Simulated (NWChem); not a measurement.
# BLYP-D2/6-31G run of C2H4BO+ (SMILES CBC#[O+])

What is the vertical ionisation energy of C2H4BO+ at BLYP-D2/6-31G? 

The calculation is run with NWChem 7.3.0.

5 further runs of the same task are left out: 1 that didn't finish, 4 set aside as unsound or not needed.

## Step 1: The molecule

C2H4BO+: 8 atoms, total charge +1, spin state singlet. As SMILES, `CBC#[O+]`. The coordinates come from a GFN2-xTB relaxation.

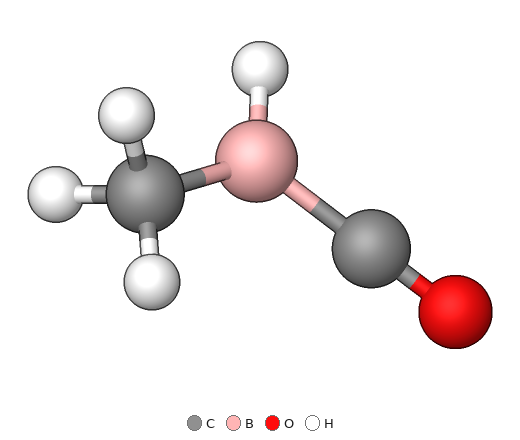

The structure, seen from a chosen angle (carbon grey, boron pink, oxygen red, hydrogen white).

## Step 2: A single-point energy at BLYP-D2/6-31G

The input, c2h4bo.nw:

```
START c2h4bo
TITLE "C2H4BO"
memory 2200 mb
charge 1

GEOMETRY units angstroms noautosym nocenter
   zmatrix
     C
     B 1 r2
     C 2 r3 1 a3
     O 3 r4 1 a4 2 d4
     H 1 r5 2 a5 3 d5
     H 1 r6 5 a6 2 d6
     H 1 r7 5 a7 6 d7
     H 2 r8 3 a8 1 d8
   variables
     r2 1.531344
     r3 1.52432
     a3 120.82049
     r4 1.112049
     a4 151.02898
     d4 -179.68353
     r5 1.098211
     a5 110.16753
     d5 125.48684
     r6 1.098524
     a6 100.01837
     d6 -115.94308
     r7 1.085599
     a7 108.9767
     d7 -114.1096
     r8 1.169017
     a8 115.707
     d8 -179.91761
   end
END

BASIS spherical
   * library 6-31G
END

DFT
   xc becke88 lyp
   disp vdw 2
   grid medium
   convergence energy 1e-08
   mulliken
   print low
END

TASK dft energy
```

Started as:

```bash
$ nwchem c2h4bo.nw > c2h4bo.out
```

Standard output:

```text
[...]
 d= 0,ls=0.0,diis     1   -178.0727313027 -2.70D+02  5.00D-02  1.69D+00     0.9
[...]
 d= 0,ls=0.0,diis    11   -178.2588733891 -1.88D-09  2.80D-07  8.02D-11     5.9
         Total DFT energy =     -178.258873389066
      One electron energy =     -414.436983077238
           Coulomb energy =      168.898011297097
    Exchange-Corr. energy =      -24.570901573265
 Nuclear repulsion energy =       91.855279594357
    Dispersion correction =       -0.004279630016
[...]
      Total Density - Mulliken Population Analysis
     ---------------------------------------------
    Atom       Charge   Shell Charges
 -----------   ------   -------------------------------------------------------
    1 C    6     6.58   2.00  0.68  2.19  0.70  1.02
    2 B    5     4.65   2.00  0.63  1.45  0.29  0.29
    3 C    6     5.66   2.00  0.81  1.91  0.51  0.42
    4 O    8     7.96   2.00  0.98  2.84  0.95  1.19
    5 H    1     0.74   0.50  0.24
    6 H    1     0.74   0.50  0.24
    7 H    1     0.80   0.53  0.27
    8 H    1     0.86   0.52  0.34
[...]
```

Run time: 6.6 s. Hardware: 1 thread of Intel Xeon Platinum 8259CL at 2.50GHz (Skylake/Cascade Lake), shared host; peak memory 0.11 GiB.

## Step 3: Doublet [C2H4BO]2+, same level

The input, c2h4bo.nw:

```
start c2h4bo
title "C2H4BO energy"
memory stack 880 mb heap 220 mb global 1100 mb
charge 2
geometry units angstrom noautosym nocenter noautoz
   C       -0.484190       0.819690      -0.312530
   B       -0.171470      -0.568540       0.253190
   C        1.266320      -1.064270       0.355970
   O        2.310990      -1.436340       0.438930
   H       -1.203580       0.738760      -1.138360
   H       -1.082760       1.395270       0.406620
   H        0.356630       1.425990      -0.634940
   H       -0.991930      -1.310570       0.631130
end
basis spherical
   * library 6-31G
end
dft
   xc becke88 lyp
   mult 2
   disp vdw 2
   grid medium
   convergence energy 1e-08
   iterations 150
   mulliken
end
task dft energy
```

Started as:

```bash
$ nwchem c2h4bo.nw > c2h4bo.out
```

Standard output:

```text
[...]
          Wavefunction type:  spin polarized.
          No. of atoms     :     8
          No. of electrons :    27
[...]
          Charge           :     2
          Spin multiplicity:     2
[...]
          AO basis - number of functions:    44
[...]
              XC Information
              --------------
                    Becke 1988 Exchange Functional  1.000
              Lee-Yang-Parr Correlation Functional  1.000
[...]
 d= 0,ls=0.0,diis     1   -177.2065266910 -2.69D+02  3.80D-02  8.76D-01     1.0
[...]
 d= 0,ls=0.5,diis    81   -177.5818677378 -7.58D-09  6.50D-07  7.09D-08    57.6
[...]
         Total DFT energy =     -177.581867752126
      One electron energy =     -406.793326531087
           Coulomb energy =      161.552900443692
    Exchange-Corr. energy =      -24.192421143041
 Nuclear repulsion energy =       91.855259111279
    Dispersion correction =       -0.004279632968
[...]
      Total Density - Mulliken Population Analysis
     ---------------------------------------------
    Atom       Charge   Shell Charges
 -----------   ------   -------------------------------------------------------
    1 C    6     6.61   2.00  0.71  2.15  0.76  0.99
    2 B    5     4.44   2.00  0.69  1.38  0.21  0.17
    3 C    6     5.63   2.00  0.80  1.95  0.46  0.42
    4 O    8     7.82   2.00  1.00  2.79  0.96  1.07
    5 H    1     0.62   0.48  0.14
    6 H    1     0.62   0.48  0.14
    7 H    1     0.58   0.45  0.13
    8 H    1     0.67   0.47  0.21
[...]
      <S2> =      0.7527 (Exact =     0.7500)
[...]
```

Run time: 59 s. Hardware: 1 thread of Intel Xeon Platinum 8259CL at 2.50GHz (Skylake/Cascade Lake), shared host; peak memory 0.11 GiB.

## Step 4: Results

At BLYP-D2/6-31G:

| quantity | value |
| --- | --- |
| singlet C2H4BO+: total energy | -178.25887 Eh |
| singlet C2H4BO+: dispersion energy | -11.24 kJ/mol |
| doublet [C2H4BO]2+: total energy | -177.58187 Eh |
| doublet [C2H4BO]2+: HOMO energy (highest over α and β) | -22.72 eV |
| doublet [C2H4BO]2+: LUMO energy (lowest over α and β) | -22.19 eV |
| doublet [C2H4BO]2+: dispersion energy | -11.24 kJ/mol |
| doublet [C2H4BO]2+: ⟨S²⟩ | 0.753 |
| vertical ionisation energy (to the doublet dication) | 18.422 eV |

What this shows: Removing an electron at fixed nuclei costs 18.42 eV (425 kcal/mol). Mulliken charges (doublet [C2H4BO]2+) run from -0.61 on C1 to +0.56 on B2; they depend strongly on the basis.
